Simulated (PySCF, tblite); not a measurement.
# C₇H₁₀F radical: geometry, infrared bands and EPR parameters

Wanted: the infrared bands and EPR parameters of C₇H₁₀F radical (`F[C@@H]1C[C]2CC[C@H]2C1`), by calculation.

Computed with tblite 0.8.0 and PySCF 2.14.0, with density-fitted response routines of our own, on a single molecule in the gas phase. Atoms count from 0, in the outputs and in this text.

### 1 The starting structure

18 atoms, charge 0, multiplicity 2; geometry from: force field or distance geometry start.

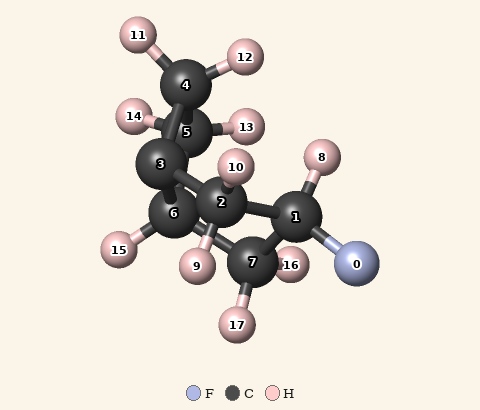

As it starts; fluorine light blue, carbon dark grey, hydrogen pink, atoms numbered; sticks join atoms by distance.

### 2 Geometry optimisation with GFN2-xTB

Job settings and geometry (Å):

```
{"job": {"kind": "relax", "xc": "GFN2-xTB", "basis": "xTB"}, "charge": 0, "multiplicity": 2}
F     -2.685500    -0.764200    -0.373600
C     -1.346100    -0.533900    -0.231500
C     -0.909300    -0.475500     1.232600
C      0.493100     0.011500     1.099300
C      1.445800    -0.819900     0.311600
C      1.505200     0.310100    -0.711300
C      0.402300     1.028600     0.006600
C     -0.937700     0.871300    -0.656300
H     -0.750300    -1.275500    -0.809200
H     -1.507800     0.371400     1.679300
H     -1.056500    -1.411400     1.775800
H      2.459500    -0.976200     0.748300
H      1.092500    -1.771000    -0.093400
H      1.272000    -0.016900    -1.742100
H      2.475200     0.877100    -0.705100
H      0.611500     2.043100     0.381300
H     -0.903900     0.978200    -1.748700
H     -1.668800     1.559400    -0.175500
```

The run is started by

```console
$ OMP_NUM_THREADS=1 python probes_run.py task.json out
```

This one command runs all jobs of the session in turn.

Standard output:

```text
step      E/eV     max force
  0    -672.67653    2.135
  1    -672.87604    0.828
  2    -672.93384    0.552
  3    -673.00984    0.533
  4    -673.04399    0.503
  5    -673.07388    0.465
  6    -673.09472    0.333
  7    -673.11096    0.373
  8    -673.12320    0.341
  9    -673.13776    0.374
 10    -673.15674    0.389
 11    -673.17913    0.335
 12    -673.19819    0.340
 13    -673.21245    0.275
 14    -673.22556    0.312
 15    -673.23670    0.272
 16    -673.24537    0.204
 17    -673.25277    0.221
 18    -673.26039    0.191
 19    -673.26862    0.212
 20    -673.27670    0.237
 21    -673.28322    0.193
 22    -673.28795    0.148
 23    -673.29196    0.152
 24    -673.29550    0.130
 25    -673.29809    0.108
 26    -673.29992    0.100
 27    -673.30152    0.091
 28    -673.30350    0.112
 29    -673.30604    0.131
 30    -673.30856    0.106
 31    -673.31044    0.090
 32    -673.31182    0.080
 33    -673.31310    0.082
 34    -673.31444    0.083
 35    -673.31563    0.089
 36    -673.31646    0.096
 37    -673.31721    0.062
 38    -673.31791    0.055
 39    -673.31867    0.050
 40    -673.31910    0.046
 41    -673.31938    0.032
 42    -673.31953    0.032
 43    -673.31968    0.030
 44    -673.31982    0.034
 45    -673.31997    0.030
 46    -673.32013    0.033
 47    -673.32026    0.028
 48    -673.32037    0.026
 49    -673.32050    0.030
 50    -673.32068    0.036
 51    -673.32091    0.044
 52    -673.32116    0.049
 53    -673.32143    0.051
 54    -673.32178    0.054
 55    -673.32233    0.057
 56    -673.32313    0.069
 57    -673.32396    0.064
 58    -673.32450    0.038
 59    -673.32478    0.033
 60    -673.32495    0.032
 61    -673.32509    0.027
 62    -673.32519    0.021
 63    -673.32524    0.016
 64    -673.32528    0.013
 65    -673.32530    0.013
 66    -673.32533    0.009
```

Wall time 0.39 s (1 thread of Arm Neoverse V1, shared host).

The steps of the relaxation: (not every step is listed)

| step | energy from step 0 (eV) | largest force (eV/Å) |
| --- | --- | --- |
| 0 | 0.0000 | 2.1351 |
| 1 | -0.1995 | 0.8284 |
| 2 | -0.2573 | 0.5517 |
| 3 | -0.3333 | 0.5331 |
| 4 | -0.3675 | 0.5027 |
| 5 | -0.3974 | 0.4649 |
| 6 | -0.4182 | 0.3328 |
| 7 | -0.4344 | 0.3730 |
| 8 | -0.4467 | 0.3415 |
| 13 | -0.5359 | 0.2747 |
| 18 | -0.5839 | 0.1914 |
| 23 | -0.6154 | 0.1524 |
| 28 | -0.6270 | 0.1122 |
| 33 | -0.6366 | 0.0819 |
| 38 | -0.6414 | 0.0555 |
| 43 | -0.6431 | 0.0297 |
| 48 | -0.6438 | 0.0263 |
| 53 | -0.6449 | 0.0514 |
| 58 | -0.6480 | 0.0381 |
| 61 | -0.6486 | 0.0266 |
| 62 | -0.6487 | 0.0206 |
| 63 | -0.6487 | 0.0165 |
| 64 | -0.6488 | 0.0126 |
| 65 | -0.6488 | 0.0133 |
| 66 | -0.6488 | 0.0092 |

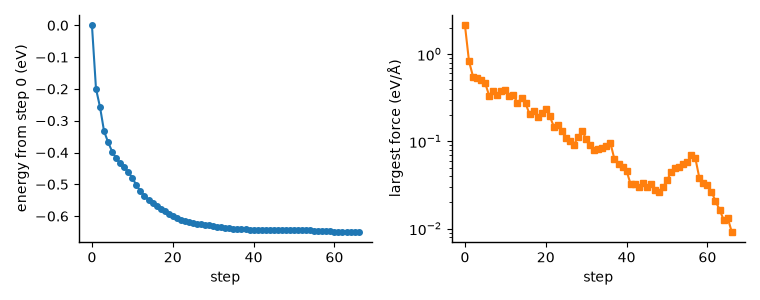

Energy and force, step by step.

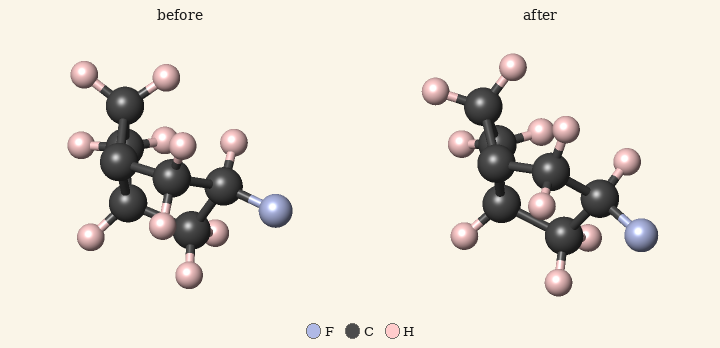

Before and after, at one scale.

Close pairs (by a distance rule), those that changed most:

| bond | before (Å) | after (Å) | change (Å) |
| --- | --- | --- | --- |
| C5–C6 | 1.499 | 1.547 | +0.048 |
| C5–H14 | 1.124 | 1.088 | -0.036 |
| C2–H9 | 1.129 | 1.094 | -0.035 |
| C6–C7 | 1.503 | 1.529 | +0.026 |
| C4–H11 | 1.115 | 1.090 | -0.025 |
| C7–H17 | 1.113 | 1.091 | -0.022 |
| C5–H13 | 1.106 | 1.087 | -0.019 |
| C4–C5 | 1.525 | 1.543 | +0.017 |

The end geometry stands in the next job.

### 3 Vibrational analysis with GFN2-xTB

Job settings and geometry (Å):

```
{"job": {"kind": "ir", "xc": "GFN2-xTB", "basis": "xTB"}, "charge": 0, "multiplicity": 2}
F     -2.924907    -0.325415    -0.159395
C     -1.551325    -0.385994    -0.244989
C     -0.911084    -0.678668     1.128884
C      0.422593    -0.029846     1.026052
C      1.658999    -0.701570     0.497218
C      1.565659     0.225990    -0.732126
C      0.420432     1.020699    -0.061107
C     -0.967461     0.960232    -0.700302
H     -1.331899    -1.190403    -0.956806
H     -1.524939    -0.192758     1.893629
H     -0.860704    -1.744047     1.350898
H      2.552954    -0.524081     1.095053
H      1.572772    -1.773850     0.314344
H      1.239137    -0.294427    -1.629003
H      2.461772     0.801945    -0.952212
H      0.704337     2.035849     0.213790
H     -0.933073     1.045746    -1.785628
H     -1.602022     1.756917    -0.309959
```

Standard output:

```text
mode    cm-1     km/mol
  1      89.0      1.89
  2     116.5      0.19
  3     293.1      7.79
  4     307.7      4.11
  5     381.5      3.84
  6     454.0      4.41
  7     527.8      3.57
  8     594.4      1.32
  9     700.3      0.95
 10     784.2      5.25
 11     865.9      0.91
 12     866.5      2.40
 13     893.0      4.78
 14     906.3      2.94
 15     951.2      2.53
 16     981.9      3.34
 17    1021.5      1.06
 18    1037.5     38.24
 19    1044.2     20.82
 20    1066.8     40.32
 21    1108.7      1.49
 22    1128.4     20.87
 23    1149.6      1.41
 24    1164.5      5.16
 25    1169.1      5.01
 26    1195.5      2.44
 27    1207.2      2.36
 28    1235.5      4.41
 29    1242.8      1.54
 30    1259.4      7.28
 31    1263.0      8.58
 32    1285.3      7.21
 33    1315.1     28.99
 34    1322.5     18.17
 35    1450.9      2.22
 36    1459.4      4.42
 37    1467.9      2.30
 38    1472.5      0.26
 39    2914.6     27.94
 40    2945.3     19.58
 41    2953.4     32.73
 42    2971.0     20.75
 43    2982.3     34.54
 44    2998.1     29.34
 45    3003.3     17.49
 46    3006.6     53.46
 47    3008.2     54.46
 48    3020.5     44.86
```

Wall time 0.54 s (1 thread of Arm Neoverse V1, shared host).

The strongest bands and the atoms that carry them (share of the mass-weighted mode):

| cm⁻¹ | km/mol | atoms |
| --- | --- | --- |
| 1038 | 38.2 | C1 18 %, H11 14 % |
| 1067 | 40.3 | C1 32 %, H8 11 %, F0 10 % |
| 2953 | 32.7 | H12 72 %, H11 17 % |
| 2982 | 34.5 | H11 74 %, H12 20 % |
| 2998 | 29.3 | H17 62 %, H16 24 % |
| 3007 | 53.5 | H14 76 %, H16 11 % |
| 3008 | 54.5 | H16 53 %, H17 26 % |
| 3020 | 44.9 | H13 90 % |

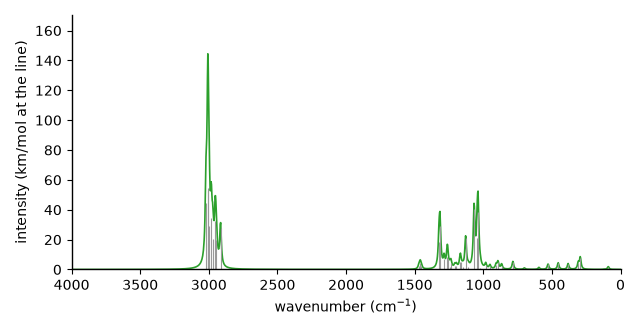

The infrared spectrum from these modes, unscaled. Lines are broadened to a width of 14 cm⁻¹ (Lorentzian).

### 4 EPR parameters: B3LYP/pcH-1

Settings changed since step 3:

```diff
@@ -1,2 +1,2 @@
-{"job": {"kind": "ir", "xc": "GFN2-xTB", "basis": "xTB"}, "charge": 0, "multiplicity": 2}
+{"job": {"kind": "epr", "basis": "pcH-1"}, "charge": 0, "multiplicity": 2}
 F     -2.924907    -0.325415    -0.159395
```

Level: UKS B3LYP, pcH-1 on C F H, non-relativistic, mean-field spin-orbit, GIAO.

Standard output:

```text
UKS, coarse grid
  cycle   1  E = -372.46437179  |g| = 4.29e-01
  cycle   2  E = -372.42520904  |g| = 5.76e-01
  cycle   3  E = -372.53922776  |g| = 5.36e-02
  cycle   4  E = -372.53990192  |g| = 3.42e-02
  cycle   5  E = -372.54039327  |g| = 6.72e-03
  cycle   6  E = -372.54041564  |g| = 2.72e-03
  cycle   7  E = -372.54041961  |g| = 1.11e-03
  cycle   8  E = -372.54042078  |g| = 3.18e-04
UKS, final grid
  cycle   1  E = -372.54036655  |g| = 3.29e-04
  cycle   2  E = -372.54036653  |g| = 4.15e-04
  cycle   3  E = -372.54036661  |g| = 3.98e-05
  cycle   4  E = -372.54036661  |g| = 1.80e-05
E = -372.54036661 Eh   <S^2> = 0.7534 (exact 0.7500)
g shifts (ppm)      1          2          3
  rmc          -156       -156       -156
  gc             10         29         30
  oz_so          10        689        762
  total        -136        562        635
hyperfine (MHz)  atom isotope    a_iso     a_fc   dipolar eigenvalues
    0   19F       4.70       4.70    -16.62    -12.79     29.41
    1   13C      54.54      54.54     -4.29     -3.24      7.52
    2   13C     -12.79     -12.79     -2.81     -1.00      3.82
    3   13C     217.85     217.85    -75.38    -73.96    149.34
    4   13C     -14.82     -14.82     -4.99     -1.90      6.89
    5   13C      51.74      51.74     -3.72     -2.85      6.58
    6   13C     -15.74     -15.74     -4.33     -1.97      6.31
    7   13C      18.21      18.21     -2.44     -1.66      4.10
    8    1H      -2.44      -2.44     -3.01     -2.21      5.22
    9    1H      87.30      87.30     -5.67     -4.92     10.59
   10    1H       5.31       5.31     -4.70     -3.61      8.30
   11    1H      85.12      85.12     -5.92     -5.05     10.97
   12    1H      37.95      37.95     -4.96     -2.50      7.46
   13    1H      -0.23      -0.23     -3.33     -2.30      5.63
   14    1H      15.46      15.46     -2.97     -1.85      4.82
   15    1H      66.12      66.12     -5.50     -4.56     10.06
   16    1H      -1.39      -1.39     -2.36     -1.57      3.93
   17    1H      -0.56      -0.56     -2.39     -1.89      4.28
```

Run time: 87 s. Hardware: 1 thread of Arm Neoverse V1, shared host; peak memory 0.97 GiB.

Principal g values 2.00218, 2.00288, 2.00295; g(iso) = 2.00267, against 2.00232 for a free electron.

Hyperfine couplings, nucleus by nucleus at this fixed geometry (no averaging over rotations):

| nuclei | isotope | a(iso) (MHz) | a(iso) (G, at g = 2.0023) | largest dipolar term (MHz) |
| --- | --- | --- | --- | --- |
| C3 | 13C | 217.8 | 77.7 | 149.3 |
| H9 | 1H | 87.3 | 31.2 | 10.6 |
| H11 | 1H | 85.1 | 30.4 | 11.0 |
| H15 | 1H | 66.1 | 23.6 | 10.1 |
| C1 | 13C | 54.5 | 19.5 | 7.5 |
| C5 | 13C | 51.7 | 18.5 | 6.6 |
| H12 | 1H | 38.0 | 13.5 | 7.5 |
| C7 | 13C | 18.2 | 6.5 | 4.1 |
| C6 | 13C | -15.7 | -5.6 | 6.3 |
| H14 | 1H | 15.5 | 5.5 | 4.8 |
| C4 | 13C | -14.8 | -5.3 | 6.9 |
| C2 | 13C | -12.8 | -4.6 | 3.8 |
| H10 | 1H | 5.3 | 1.9 | 8.3 |
| F0 | 19F | 4.7 | 1.7 | 29.4 |

Mulliken spin populations:

F0 0.00; C1 0.04; C2 -0.06; C3 0.94; C4 -0.05; C5 0.03; C6 -0.05; C7 0.02; H8 0.00; H9 0.03; H10 0.00; H11 0.03; H12 0.02; H13 0.00; H14 0.01; H15 0.03; H16 0.00; H17 0.00

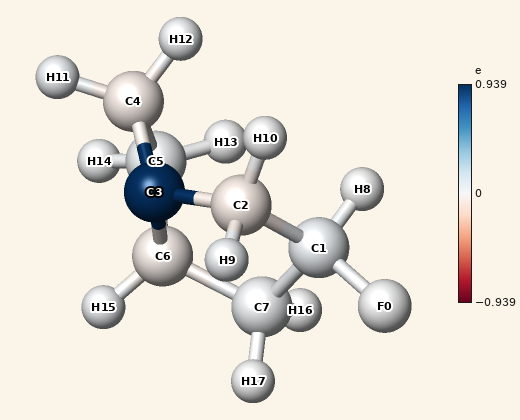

Mulliken spin populations, as colours on the atoms.

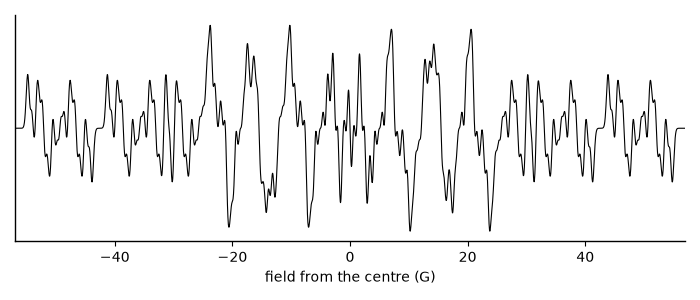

First-order isotropic spectrum (first derivative, main isotopes with spin only, couplings over 0.8 MHz, Gaussian width 0.3 G; couplings of the frozen geometry, rotation of groups not averaged beyond the rows shown).

Orbitals, density, ELF and potential are computed afterwards from the orbital file.

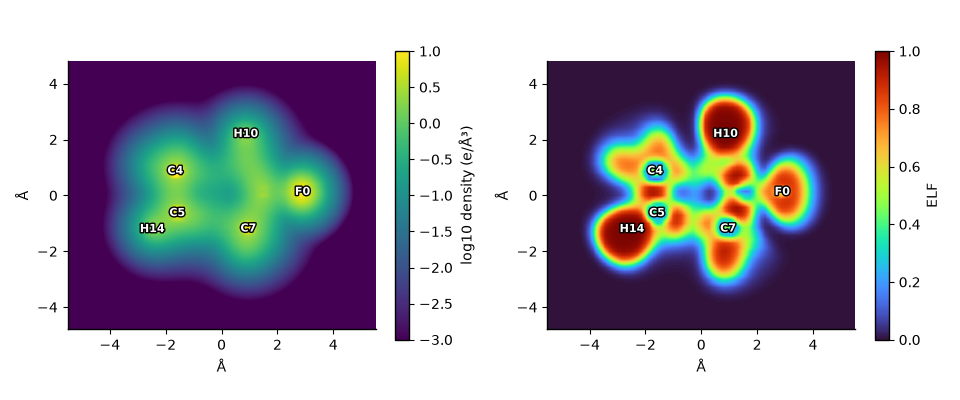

Density (left) and ELF (right) in a plane through or near 6 of the atoms.

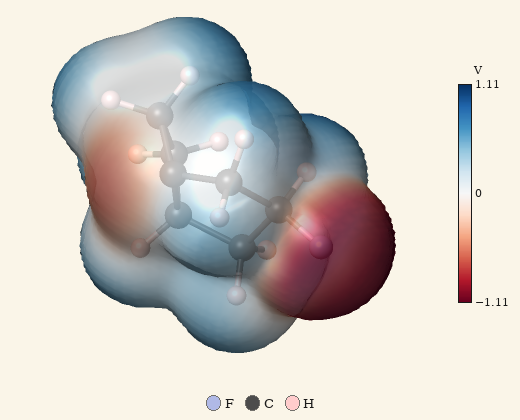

The potential that a unit positive charge feels on the 0.002 e/bohr³ surface, from -1.11 V near F0 to 0.89 V near H8.

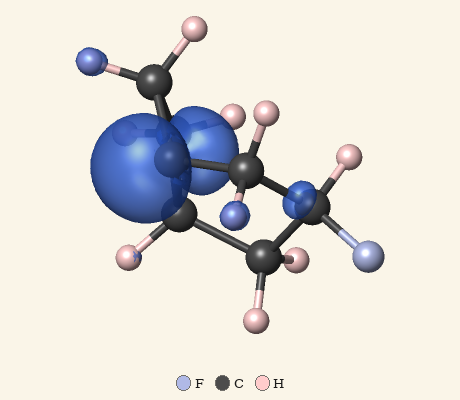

Spin density at ±0.05 e/Å³ (alpha excess blue, beta excess red).

### 5 What came out

| quantity | value |
| --- | --- |
| strongest single infrared mode (GFN2-xTB) | 3008 cm⁻¹, 54 km/mol |
| zero-point energy (GFN2-xTB) | 95.2 kcal/mol |
| g(iso) (B3LYP) | 2.00267 |
| ⟨S²⟩ | 0.753 (exact 0.75) |
| largest a(iso) | 13C on C3, 217.8 MHz |
| potential on the surface of density 0.002 e/bohr³, 1st and 99th percentile | -1.11 V and 0.89 V |

In words: Relaxing lowered the energy by 0.649 eV in 66 steps; the close pair that moved most is C5–C6, from 1.499 to 1.547 Å. All 48 modes are real, so the xTB geometry is a minimum. Unscaled tight-binding wavenumbers are off by several per cent, some by more. Its intensities can rank the bands wrongly. Most of the unpaired spin sits on C3 (0.94 e). The isotropic g lies 0.4 ppt above the free-electron value. These values are for one conformer; the search (at its own cheap level) found 2 more, at 0.95, 0.96 kcal/mol, and measured spectra average over such forms.
